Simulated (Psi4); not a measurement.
**GaCl2O (SMILES [O][Ga]([Cl])[Cl]): UMP3/aug-cc-pVDZ**

What is the vertical ionisation energy of GaCl2O at UMP3/aug-cc-pVDZ? 

The calculation is run with Psi4 1.11.

## Step 1: Starting point

GaCl2O: 4 atoms, total charge 0, spin state doublet. SMILES: `[O][Ga]([Cl])[Cl]`. Geometry: relaxed at PBE0-D4/def2-TZVP.

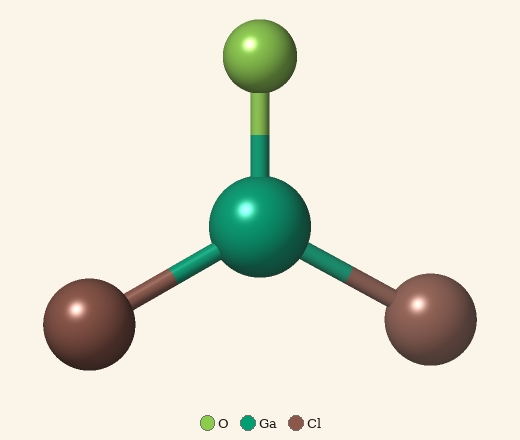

Viewed from a chosen angle; oxygen green, gallium teal, chlorine brown.

## Step 2: A single-point energy at UMP3/aug-cc-pVDZ

The input, cl2gao.py:

```python
import psi4

psi4.set_memory('1600 MB')
psi4.set_num_threads(1)
psi4.core.set_output_file('psi4.out', False)

molecule = psi4.geometry("""
0 2
O
Ga 1 1.793584
Cl 2 2.10984 1 118.51074
Cl 2 2.109767 1 118.51853 3 179.99277
symmetry c1
no_reorient
no_com
""")

psi4.set_options({
    'reference': 'uhf',
    'puream': True,
    'e_convergence': 1e-09,
    'd_convergence': 1e-08,
    'scf_type': 'pk',
    'num_frozen_docc': 20,
    'maxiter': 100,
    'mp_type': 'conv',
})

energy_value = psi4.energy("mp3/aug-cc-pVDZ")
print('E =', round(energy_value, 9))
```

Command:

```
$ python cl2gao.py
```

psi4.out, shortened:

```text
[...]
  Running in c1 symmetry.
[...]
  Nuclear repulsion =  421.632938308427867
[...]
  Multiplicity = 2
[...]
  Nalpha       = 37
  Nbeta        = 36
[...]
    Number of basis functions: 113
[...]
   @UHF iter   1: -2916.22133218163708   -3.99679e+00   1.08802e-02 DIIS/ADIIS
[...]
   @UHF iter  16: -2917.20232205909906   -4.09273e-12   4.72241e-09 DIIS
[...]
   @S^2 Observed:                7.597710931E-01
[...]
    Orbital Energies [Eh]
    ---------------------
    Alpha Occupied:
       1A   -378.965313     2A   -104.852674     3A   -104.852661
       4A    -48.309189     5A    -42.640063     6A    -42.637391
       7A    -42.636680     8A    -20.648625     9A    -10.580061
      10A    -10.580046    11A     -8.047235    12A     -8.047221
      13A     -8.044657    14A     -8.044644    15A     -8.044568
      16A     -8.044554    17A     -6.518205    18A     -4.613443
      19A     -4.611033    20A     -4.608570    21A     -1.388410
      22A     -1.322579    23A     -1.320535    24A     -1.316343
      25A     -1.314374    26A     -1.285300    27A     -1.109216
      28A     -1.096088    29A     -0.661859    30A     -0.650998
      31A     -0.568396    32A     -0.566406    33A     -0.533233
      34A     -0.501311    35A     -0.493824    36A     -0.486543
[...]
  @UHF Final Energy: -2917.20232205909906
   => Energetics <=
    Nuclear Repulsion Energy =            421.6329383084278675
    One-Electron Energy =               -4897.7994365399090384
    Two-Electron Energy =                1558.9641761723823947
    Total Energy =                      -2917.2023220590990604
  UHF NO Occupations:
  HONO-2 :   35  A 1.9986158
  HONO-1 :   36  A 1.9977791
[...]
 Multipole Moments:
 ------------------------------------------------------------------------------------
     Multipole            Electronic (a.u.)      Nuclear  (a.u.)        Total (a.u.)
 ------------------------------------------------------------------------------------
 L = 1.  Multiply by 2.5417464519 to convert [e a0] to [Debye]
 Dipole X            :         -0.0003696            0.0002280           -0.0001416
 Dipole Y            :          0.0004395           -0.0001960            0.0002435
 Dipole Z            :         -0.1675285            0.4039728            0.2364444
 Magnitude           :                                                    0.2364445
[...]
	SCS-MP2 Total Energy (a.u.)        : -2917.70139496099728
	SOS-MP2 Total Energy (a.u.)        : -2917.69146104759557
[...]
	SOS-PI-MP2 Total Energy (a.u.)     : -2917.72908712363369
[...]
	MP2 Total Energy (a.u.)            : -2917.72126278780024
[...]
	SCS-MP3 Total Energy (a.u.)        : -2917.70968599502976
[...]
	MP3 Total Energy (a.u.)            : -2917.75442692392926
[...]
```

The script printed:

```text
E = -2917.754426924
```

Run time: 2.1 min. Hardware: 1 thread of Intel Xeon Platinum 8259CL at 2.50GHz (Skylake/Cascade Lake), shared host; peak memory 1.1 GiB.

## Step 3: The singlet cation, same level

The input, cl2gao.inp:

```
memory 1600 MB

molecule {
  1 1
  O
  Ga 1 1.793584
  Cl 2 2.10984 1 118.51074
  Cl 2 2.109767 1 118.51853 3 179.99277
  symmetry c1
  no_reorient
  no_com
}

set {
  basis           aug-cc-pVDZ
  puream          true
  e_convergence   1e-09
  d_convergence   1e-08
  scf_type        pk
  num_frozen_docc 20
  mp_type         conv
}

E = energy('mp3')
print_variables()
```

Command:

```
$ psi4 -n 1 cl2gao.inp cl2gao.out
```

cl2gao.out, shortened:

```text
[...]
  Running in c1 symmetry.
[...]
  Nuclear repulsion =  421.632938308427867
[...]
  Multiplicity = 1
[...]
  Nalpha       = 36
  Nbeta        = 36
[...]
    Number of basis functions: 113
[...]
   @RHF iter   1: -2915.63672686620203   -3.41219e+00   1.12834e-02 ADIIS/DIIS
[...]
   @RHF iter  16: -2916.69154838586564   -8.18545e-12   5.41378e-09 DIIS
[...]
  @RHF Final Energy: -2916.69154838586564
   => Energetics <=
    Nuclear Repulsion Energy =            421.6329383084278675
    One-Electron Energy =               -4880.2318499439215884
    Two-Electron Energy =                1541.9073632496281334
    Total Energy =                      -2916.6915483858656444
[...]
 Multipole Moments:
 ------------------------------------------------------------------------------------
     Multipole            Electronic (a.u.)      Nuclear  (a.u.)        Total (a.u.)
 ------------------------------------------------------------------------------------
 L = 1.  Multiply by 2.5417464519 to convert [e a0] to [Debye]
 Dipole X            :         -0.0004052            0.0002280           -0.0001772
 Dipole Y            :          0.0003695           -0.0001960            0.0001735
 Dipole Z            :         -2.1733662            0.4039728           -1.7693933
 Magnitude           :                                                    1.7693934
[...]
	SCS-MP2 Total Energy (a.u.)        : -2917.17300737418282
	SOS-MP2 Total Energy (a.u.)        : -2917.16665087207502
[...]
	SOS-PI-MP2 Total Energy (a.u.)     : -2917.20319721716805
[...]
	MP2 Total Energy (a.u.)            : -2917.18572037839886
[...]
	SCS-MP3 Total Energy (a.u.)        : -2917.18302053464504
[...]
	MP3 Total Energy (a.u.)            : -2917.22577302024683
[...]
```

It took 1.9 min on 1 thread of Intel Xeon Platinum 8259CL at 2.50GHz (Skylake/Cascade Lake), shared host; peak memory 1.1 GiB.

## Step 4: Summary of results

Level: UMP3/aug-cc-pVDZ, 20 core orbitals frozen.

```
                                                                  quantity           value
                                              doublet GaCl2O: total energy  -2917.75443 Eh
doublet GaCl2O: HOMO energy (Hartree–Fock orbitals) (highest over α and β)       -13.09 eV
 doublet GaCl2O: LUMO energy (Hartree–Fock orbitals) (lowest over α and β)         0.60 eV
              doublet GaCl2O: correlation energy (20 core orbitals frozen)      -552.1 mEh
                         doublet GaCl2O: ⟨S²⟩ of the reference determinant           0.760
                                              singlet cation: total energy  -2917.22577 Eh
                       singlet cation: HOMO energy (Hartree–Fock orbitals)       -18.11 eV
                       singlet cation: LUMO energy (Hartree–Fock orbitals)       -10.83 eV
                     singlet cation: HOMO–LUMO gap (Hartree–Fock orbitals)         7.28 eV
              singlet cation: correlation energy (20 core orbitals frozen)      -534.2 mEh
                        vertical ionisation energy (to the singlet cation)       14.385 eV
```

In words: The vertical ionisation energy comes to 14.39 eV (332 kcal/mol). Only the singlet of the ionised species was computed; a triplet could lie lower.
